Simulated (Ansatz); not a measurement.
Band structure of C3N4 (R3m, 7 atoms in the cell).

```
CELL_PARAMETERS angstrom
      2.42164     1.39813     3.61279
     -2.42164     1.39813     3.61279
      0.00000    -2.79627     3.61279
ATOMIC_POSITIONS crystal
  C  0.49006 0.49006 0.01933
  C  0.01933 0.49006 0.49006
  C  0.49006 0.01933 0.49006
  N  0.65970 0.17012 0.17012
  N  0.17012 0.65970 0.17012
  N  0.17012 0.17012 0.65970
  N  0.66560 0.66560 0.66560
```

Level of theory: LDA (PW92), PAW files made with PBE (plane waves; Ansatz, a program for electronic structure).

Settings: kpoints.mp_grid.grid = 6 6 6; hamiltonian.xc = lda; hamiltonian.pseudopotentials = {kind: paw} (the program's default PAW files); scf.occupations.method = fermi_dirac; scf.occupations.width = 0.01 eV; kpoints.band_path.path = [[0.0, 0.0, 0.0], [0.5, 0.0, 0.0], [0.5, 0.26651042, -0.26651042]]; kpoints.band_path.npoints = 8.

The starting cell comes from a database of computed structures (which also holds hypothetical and non-ambient phases and stackings), without a prior relaxation at this level. Its lattice was rescaled by a random factor within 2.5 % of one.

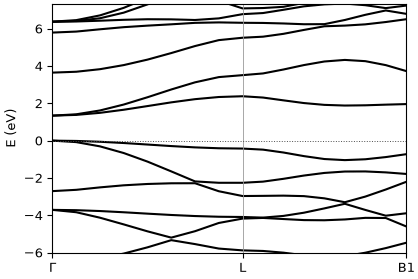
Figure. Bands along the path, energies from the top of the valence band on the path.

Problem. Read off roughly the gap and where its edges lie.

Solution. The gap along the path is about 1.3 eV (computed: 1.34 eV), direct at Γ to within 0.01 eV.

Levels in eV from the top of the valence band on the path, bands 13 to 20:
```
point     13     14     15     16    17    18    19    20
-----  -----  -----  -----  -----  ----  ----  ----  ----
Γ      -3.71  -2.70   0.00   0.00  1.34  1.34  3.65  5.79
L      -4.09  -2.97  -2.26  -0.42  2.38  3.51  5.52  6.32
B1     -3.89  -2.21  -1.78  -0.73  1.96  3.73  6.51  6.80
```

Keys are those of Ansatz 0.2.
